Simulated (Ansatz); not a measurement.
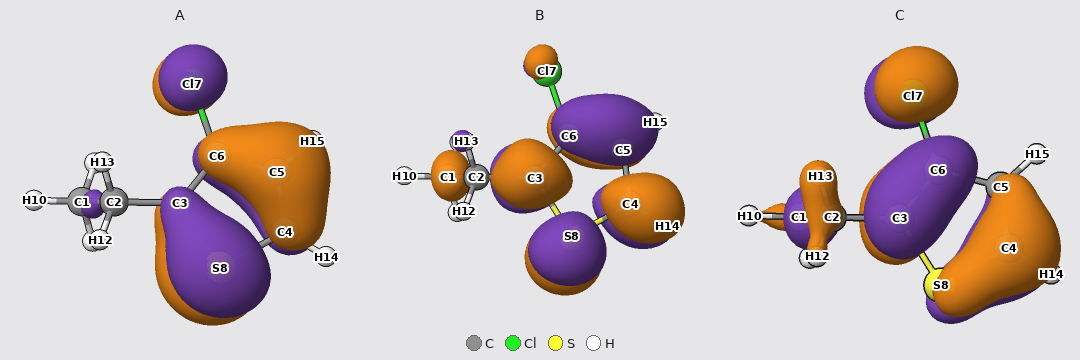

Figure 1: C$_{6}$H$_{7}$ClS. Three frontier orbitals at ±0.08 Å⁻³ᐟ² (orange and purple are the two phases), in no order.

Geometry: r2SCAN-D4/def2-SVP.

These are results of isolated molecule in a Gaussian basis; Kohn-Sham density functional theory, functional PBE0 in Ansatz 0.2.0, not measurements.

Input file:

```
crystal:
  periodic: [false, false, false]
  atoms:
    - {symbol: C, position_ang: [-3.141729, -0.384338, -2.384084]}
    - {symbol: C, position_ang: [-2.850741, -1.229898, -1.139693]}
    - {symbol: C, position_ang: [-2.389191, -0.410900, 0.024002]}
    - {symbol: C, position_ang: [-1.054515, 0.889352, 1.703186]}
    - {symbol: C, position_ang: [-2.405892, 1.049364, 1.884162]}
    - {symbol: C, position_ang: [-3.151217, 0.309989, 0.920814]}
    - {symbol: Cl, position_ang: [-4.887014, 0.312168, 0.870977]}
    - {symbol: S, position_ang: [-0.709854, -0.153615, 0.373389]}
    - {symbol: H, position_ang: [-3.920729, 0.362931, -2.168639]}
    - {symbol: H, position_ang: [-3.491523, -1.016549, -3.215158]}
    - {symbol: H, position_ang: [-2.238990, 0.152441, -2.714927]}
    - {symbol: H, position_ang: [-2.098395, -2.002073, -1.371632]}
    - {symbol: H, position_ang: [-3.766146, -1.763975, -0.832160]}
    - {symbol: H, position_ang: [-0.241040, 1.320800, 2.286203]}
    - {symbol: H, position_ang: [-2.861226, 1.659753, 2.665055]}
basis:
  gaussian:
    orbitals: def2-SVPD
hamiltonian:
  xc: pbe0
output:
  forces: true
  orbitals: {seedname: orbitals}
```

Launched as:

```sh
ansatz run input.yaml --threads 4 --pin off --max-ram 7830MiB --events-out events.jsonl --progress --plain --runs-dir runs
```

Which picture is the HOMO−1, the HOMO and the LUMO?

Answer. A is the HOMO−1 (−7.31 eV). It lies mainly on S8 (about 40 %), C5 (about 25 %), C4 (about 10 %), C6 (about 10 %) and Cl7 (about 5 %). C is the HOMO (−6.73 eV). Its weight (Hirshfeld) is mainly on C3 (about 25 %), C4 (about 20 %), C6 (about 20 %), Cl7 (about 15 %) and S8 (about 10 %). B is the LUMO (−0.71 eV). Its weight (Hirshfeld) is mainly on S8 (about 20 %), C4 (about 20 %), C3 (about 20 %), C5 (about 10 %) and C6 (about 10 %).

What is the HOMO–LUMO gap?

Answer. 6.02 eV between the orbital energies.
